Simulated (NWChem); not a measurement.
# doublet C2H3F+: levels of theory compared

Aim: a comparison of 6 runs (UCAM-B3LYP/def2-TZVP, U-wB97X/def2-TZVP, UB2PLYP/def2-TZVP, UB3LYP/def2-TZVP, UBHLYP/def2-TZVP, UM06-2X/def2-TZVP) of doublet C2H3F+. 

The results are computed with NWChem 7.3.0.

## Step 1: The molecule

C2H3F+: 6 atoms, total charge +1, spin state doublet. As SMILES of the parent species, `C=CF`. The coordinates come from a PBE0-D4/def2-TZVP relaxation. That shape belongs to the parent species and isn't relaxed for this state.

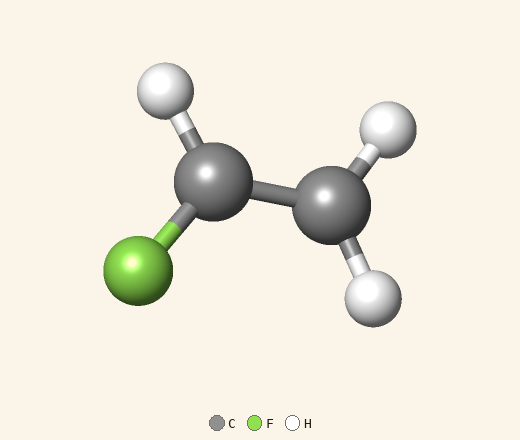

Viewed from a chosen angle; carbon grey, fluorine green, hydrogen white.

## Step 2: The energy at UCAM-B3LYP/def2-TZVP (run 1)

File c2h3f.nw:

```
start c2h3f
title "C2H3F CAM-B3LYP"
memory total 2200 mb
charge 1

geometry units atomic noautosym nocenter noautoz
   C  -1.01327115  0.14437508 -0.83677073
   C   0.92596580 -0.03080254  0.71167086
   F   1.82585338 -2.25330943  1.50327713
   H  -1.97268510 -1.51801700 -1.54315035
   H  -1.66333693  1.99196031 -1.41672768
   H   1.97684250  1.54466213  1.49420645
end

basis spherical bse
   * library def2-TZVP
end

dft
   xc xcamb88 1.00 lyp 0.81 vwn_5 0.19 hfexch 1.00
   cam 0.33 cam_alpha 0.19 cam_beta 0.46
   mult 2
   grid fine
   convergence energy 1e-08
   direct
   maxiter 100
   mulliken
   print low
end

task dft energy
```

On the command line:

```
nwchem c2h3f.nw > c2h3f.out
```

The log of the run:

```text
[...]
 d= 0,ls=0.0,diis     1   -177.2817997328 -2.45D+02  6.14D-03  4.97D-01     4.8
[...]
 d= 0,ls=0.0,diis    12   -177.4484064215 -4.27D-10  6.11D-08  3.29D-11    57.6
[...]
         Total DFT energy =     -177.448406421549
      One electron energy =     -370.173677428175
           Coulomb energy =      146.950093342657
    Exchange-Corr. energy =      -22.018120212430
 Nuclear repulsion energy =       67.793297876400
[...]
      Total Density - Mulliken Population Analysis
     ---------------------------------------------
    Atom       Charge   Shell Charges
 -----------   ------   -------------------------------------------------------
    1 C    6     6.04   0.86  1.11  0.56  0.68  0.10  1.30  1.09  0.29  0.02  0.02  0.00
    2 C    6     5.72   0.86  1.11  0.58  0.59  0.10  1.23  0.97  0.12  0.03  0.11  0.02
    3 F    9     9.00   0.77  1.20  0.63  0.97  0.35  2.26  2.06  0.74  0.00  0.02  0.00
    4 H    1     0.74   0.26  0.43  0.03  0.02
    5 H    1     0.74   0.26  0.43  0.03  0.02
    6 H    1     0.76   0.27  0.43  0.04  0.02
[...]
      <S2> =      0.7527 (Exact =     0.7500)
[...]
```

Wall time 58 s (1 thread of AMD EPYC 9R45 (Zen 5), shared host); peak memory 0.12 GiB.

## Step 3: The energy at U-wB97X/def2-TZVP (run 2)

File run.py:

```python
from ase import Atoms
from ase.calculators.nwchem import NWChem

atoms = Atoms(['C', 'C', 'F', 'H', 'H', 'H'], positions=[
    [-0.536200, 0.076400, -0.442800],
    [0.490000, -0.016300, 0.376600],
    [0.966200, -1.192400, 0.795500],
    [-1.043900, -0.803300, -0.816600],
    [-0.880200, 1.054100, -0.749700],
    [1.046100, 0.817400, 0.790700],
])

calc = NWChem(
    label='c2h3f',
    theory='dft',
    memory='2200 mb',
    basis='def2-TZVP',
    basispar='spherical bse',
    charge=1,
    dft={'xc': 'wb97x', 'mult': '2', 'grid': 'fine', 'convergence': 'energy 1e-08', 'iterations': '100', 'mulliken': None},
    task='energy',
)
atoms.calc = calc

e = atoms.get_potential_energy()
print(f"E = {e:.6f} eV")
```

On the command line:

```
export ASE_NWCHEM_COMMAND="nwchem PREFIX.nwi > PREFIX.nwo"
python run.py
```

The log of the run:

```text
E = -4829.279494 eV
```

The calculator wrote c2h3f.nwi:

```
title "c2h3f"

permanent_dir c2h3f

scratch_dir c2h3f

start c2h3f

geometry units angstrom nocenter noautosym noautoz
  C  -5.3620000000000001e-01 7.6399999999999996e-02 -4.4280000000000003e-01
  C  4.8999999999999999e-01 -1.6299999999999999e-02 3.7659999999999999e-01
  F  9.6619999999999995e-01 -1.1923999999999999e+00 7.9549999999999998e-01
  H  -1.0439000000000001e+00 -8.0330000000000001e-01 -8.1659999999999999e-01
  H  -8.8019999999999998e-01 1.0541000000000000e+00 -7.4970000000000003e-01
  H  1.0461000000000000e+00 8.1740000000000002e-01 7.9069999999999996e-01
end

charge 1

memory 2200 mb

basis spherical bse noprint
   * library def2-TZVP
end

dft
  xc wb97x
  mult 2
  grid fine
  convergence energy 1e-08
  iterations 100
  mulliken
end

task dft energy
```

c2h3f.nwo:

```text
Northwest Computational Chemistry Package (NWChem) 7.3.0
             --------------------------------------------------------

           Job information
           ---------------

    nwchem branch   = 7.3.0
    use scalapack   = T
    input           = c2h3f.nwi
    prefix          = c2h3f.
    data base       = c2h3f/c2h3f.db
    status          = startup
    nproc           =        1

           Memory information
           ------------------

    heap     =     72089594 doubles =      550.0 Mbytes
    stack    =     72089599 doubles =      550.0 Mbytes
    global   =    144179200 doubles =     1100.0 Mbytes (distinct from heap & stack)
    total    =    288358393 doubles =     2200.0 Mbytes
    verify   = yes
    hardfail = no

           Directory information
           ---------------------

  0 permanent = c2h3f
  0 scratch   = c2h3f

                                NWChem Input Module
                                -------------------

                                       c2h3f
                                       -----

[... 26 lines left out ...]
            Nuclear Dipole moment (a.u.)
[... 63 lines left out ...]
  convergence criterion.
[... 17 lines left out ...]
          Convergence on density requested:  1.00D-05
[... 28 lines left out ...]
          Spatial weights used:  Erf1
[... 3 lines left out ...]
          Convergence aids based upon iterative change in
[... 86 lines left out ...]
         Total DFT energy =     -177.472749438492
[... 1 line left out ...]
           Coulomb energy =      146.972640793474
[... 1 line left out ...]
 Nuclear repulsion energy =       67.793302729728
[... 788 lines left out ...]
                     DFT Final Beta Molecular Orbital Analysis
[... 877 lines left out ...]
   alpha    101    102    103    104    105    106    107    108    109    110
    beta    101    102    103    104    105    106    107    108    109    110
 overlap   1.000  1.000  1.000  1.000  1.000  1.000  1.000  1.000  1.000  1.000

   alpha    111
    beta    111
 overlap   1.000

     --------------------------
     Expectation value of S2:
     --------------------------
      <S2> =      0.7530 (Exact =     0.7500)

 center of mass
 --------------
 x =   0.69463627 y =  -0.85637536 z =   0.55585566

 moments of inertia (a.u.)
 ------------------
         121.565153734833          50.127978034778         -60.878386455691
          50.127978034778         124.254167926631          42.316756270740
         -60.878386455691          42.316756270740         146.086192800767

     Multipole analysis of the density
     ---------------------------------

     L   x y z        total         alpha         beta         nuclear
     -   - - -        -----         -----         ----         -------
     0   0 0 0      1.000000    -12.000000    -11.000000     24.000000

     1   1 0 0     -0.128425     -7.184477     -7.193615     14.249668
[... 8 lines of this table left out ...]
     2   0 0 2     -9.680236    -22.878023    -21.001835     34.199621

 Task  times  cpu:       54.7s     wall:       54.7s
 Total times  cpu:       54.7s     wall:       54.7s
```

Run time: 56 s. Hardware: 1 thread of AMD EPYC 9R45 (Zen 5), shared host; peak memory 0.11 GiB.

Runs 3 to 5 aren't shown in full; the table further down has their settings and results.

## Step 4: A single-point energy at UM06-2X/def2-TZVP (run 6)

File work.nw:

```
echo
start work
memory stack 880 mb heap 220 mb global 1100 mb
charge 1

geometry units angstroms noautosym nocenter noautoz
C    -0.536200    0.076400   -0.442800
C     0.490000   -0.016300    0.376600
F     0.966200   -1.192400    0.795500
H    -1.043900   -0.803300   -0.816600
H    -0.880200    1.054100   -0.749700
H     1.046100    0.817400    0.790700
end

basis spherical bse
* library def2-TZVP
end

dft
xc m06-2x
mult 2
grid fine
convergence energy 1e-08
maxiter 100
mulliken
end

task dft energy
```

On the command line:

```
nwchem work.nw > work.out
```

The log of the run:

```text
[...]
          Wavefunction type:  spin polarized.
          No. of atoms     :     6
          No. of electrons :    23
[...]
          Charge           :     1
          Spin multiplicity:     2
[...]
          AO basis - number of functions:   111
[...]
              XC Information
              --------------
                       M06-2X Method XC Functional
                     Hartree-Fock (Exact) Exchange  0.540
                        M06-2X Exchange Functional  1.000
                      M06-2X Correlation Potential  1.000
[...]
 d= 0,ls=0.0,diis     1   -177.2770422626 -2.45D+02  5.49D-03  4.78D-01     1.8
[...]
 d= 0,ls=0.0,diis    10   -177.4400689148 -8.28D-09  2.87D-07  5.02D-09    16.6
[...]
         Total DFT energy =     -177.440068914792
      One electron energy =     -370.109329193104
           Coulomb energy =      146.889793928274
    Exchange-Corr. energy =      -22.013836379690
 Nuclear repulsion energy =       67.793302729728
[...]
      Total Density - Mulliken Population Analysis
     ---------------------------------------------
    Atom       Charge   Shell Charges
 -----------   ------   -------------------------------------------------------
    1 C    6     6.08   0.86  1.12  0.55  0.71  0.11  1.28  1.14  0.27  0.02  0.02  0.00
    2 C    6     5.68   0.86  1.12  0.57  0.59  0.08  1.20  1.01  0.09  0.03  0.12  0.02
    3 F    9     9.01   0.77  1.20  0.62  0.97  0.36  2.23  2.12  0.72  0.00  0.02  0.00
    4 H    1     0.73   0.26  0.42  0.03  0.02
    5 H    1     0.74   0.26  0.43  0.03  0.02
    6 H    1     0.75   0.27  0.43  0.04  0.02
[...]
      <S2> =      0.7535 (Exact =     0.7500)
[...]
```

Wall time 17 s (1 thread of AMD EPYC 9R45 (Zen 5), shared host); peak memory 0.12 GiB.

## Step 5: The series

| run | level | frozen core orbitals | energy (Eh) | ⟨S²⟩ | wall time |
| --- | --- | --- | --- | --- | --- |
| 1 | UCAM-B3LYP/def2-TZVP | – | -177.448406 | 0.753 | 58 s |
| 2 | U-wB97X/def2-TZVP | – | -177.472749 | 0.753 | 56 s |
| 3 | UB2PLYP/def2-TZVP | 3 | -177.388885 | 0.754 | 20 s |
| 4 | UB3LYP/def2-TZVP | – | -177.521653 | 0.752 | 36 s |
| 5 | UBHLYP/def2-TZVP | – | -177.435552 | 0.753 | 16 s |
| 6 | UM06-2X/def2-TZVP | – | -177.440069 | 0.753 | 17 s |

## Step 6: Outcome

| quantity | value |
| --- | --- |
| run 6: total energy | -177.44007 Eh |
| run 6: HOMO energy (highest over α and β) | -18.45 eV |
| run 6: LUMO energy (lowest over α and β) | -11.80 eV |
| run 6: ⟨S²⟩ | 0.753 |

**Reading.** Totals of different functionals can't be ranked against each other. All runs together took 3.4 min, the longest 58 s.
